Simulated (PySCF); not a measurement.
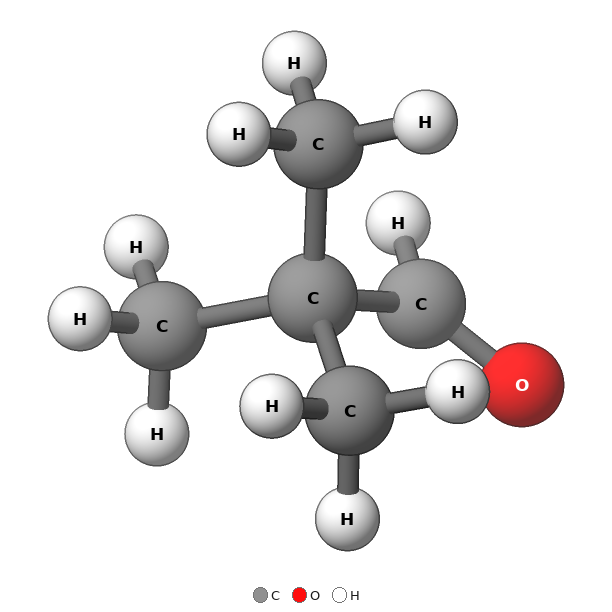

A ball-and-stick model of a molecule. Every bond is drawn as one stick, whatever its order.

The computed structure is the end point of a GFN2-xTB optimisation. No frequency run is at hand to confirm it as a minimum.

Question: Which formula does it have?

Answer: C₅H₁₀O, 16 atoms: 5 carbon, 10 hydrogen and 1 oxygen.

Question: Write the SMILES.

Answer: CC(C)(C)C=O

Question: Does it have rings?

Answer: It has no ring.

Question: Which point group does it belong to?

Answer: Cs.

Question: Name functional groups in it.

Answer: Among them: aldehyde.

More results for the same structure follow; atom numbers are the same in all pictures, views and colours differ.

**Dipole moment**

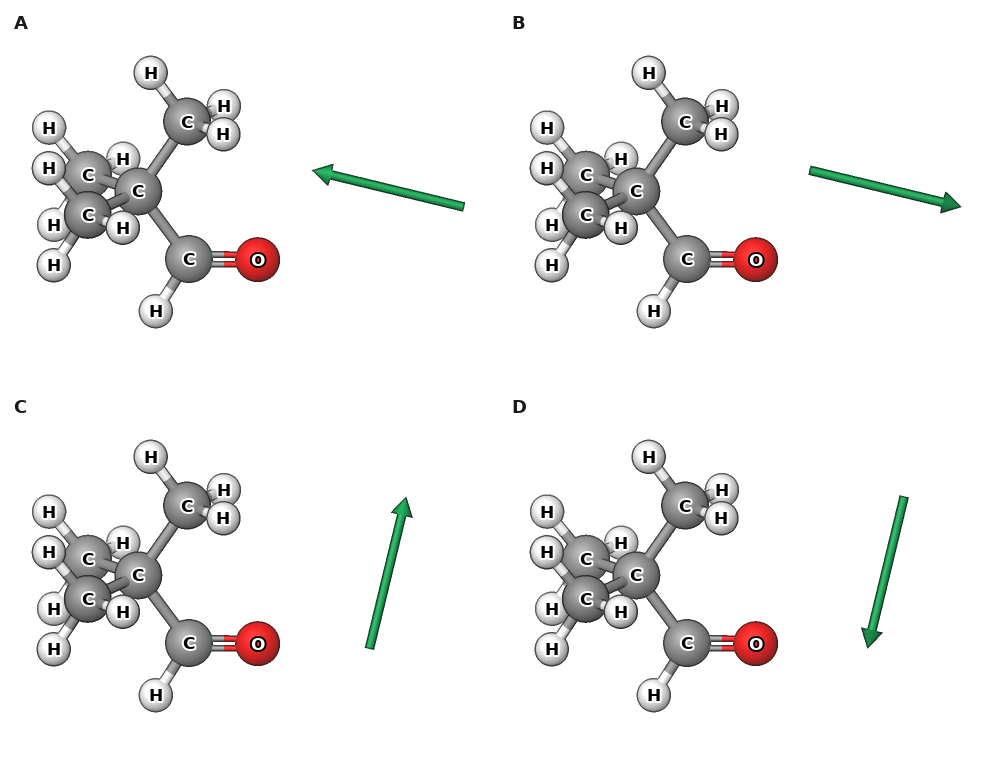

The same molecule four times, each with an arrow. No frequency run is at hand to confirm it as a minimum. Level of theory: B3LYP/def2-SVPD, gas phase (PySCF 2.14.0).

Question: Which arrow points along the dipole moment, from the negative to the positive end?

Answer: A. The dipole moment is 2.87 D.

**Excitation**

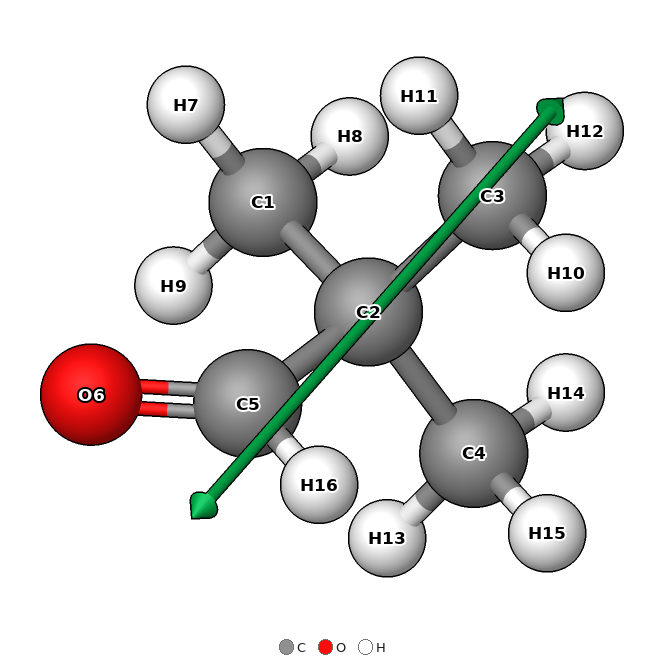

The double arrow shows the direction of the transition dipole to excited singlet state 6 (its length means nothing). No frequency run is at hand to confirm it as a minimum. Level of theory: TDDFT B3LYP/def2-SVPD, vertical, gas phase, core orbitals frozen in the response (PySCF 2.14.0).

Question: Where does the transition lie, and how strong is it?

Answer: 7.63 eV (162 nm), oscillator strength 0.016, mainly HOMO → LUMO+4 (weight 0.82); transition dipole 0.75 D.

**Polarisability**

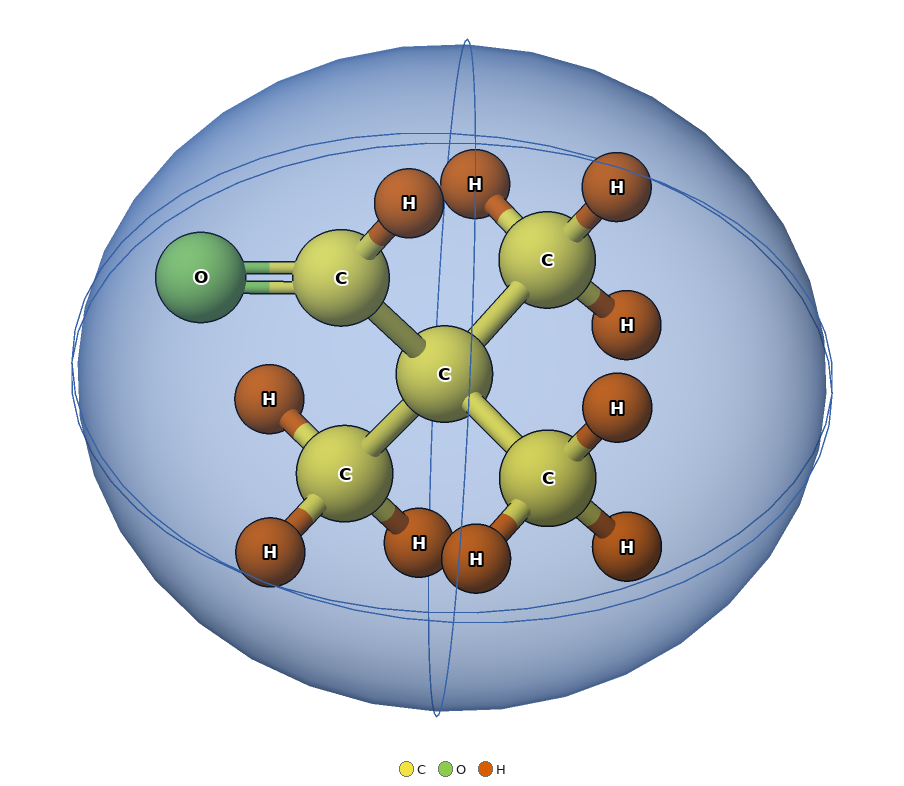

The ellipsoid shows the static dipole polarisability: its half-axes are proportional to the principal values. No frequency run is at hand to confirm it as a minimum. Method: B3LYP/def2-SVPD (PySCF 2.14.0).

Question: Give the principal values, the mean and the anisotropy.

Answer: Principal values 60.2, 64.1, 69.6 bohr³; mean 64.6 bohr³ (9.58 Å³); anisotropy 8.2 bohr³, so the longest axis is 1.16 times the shortest.
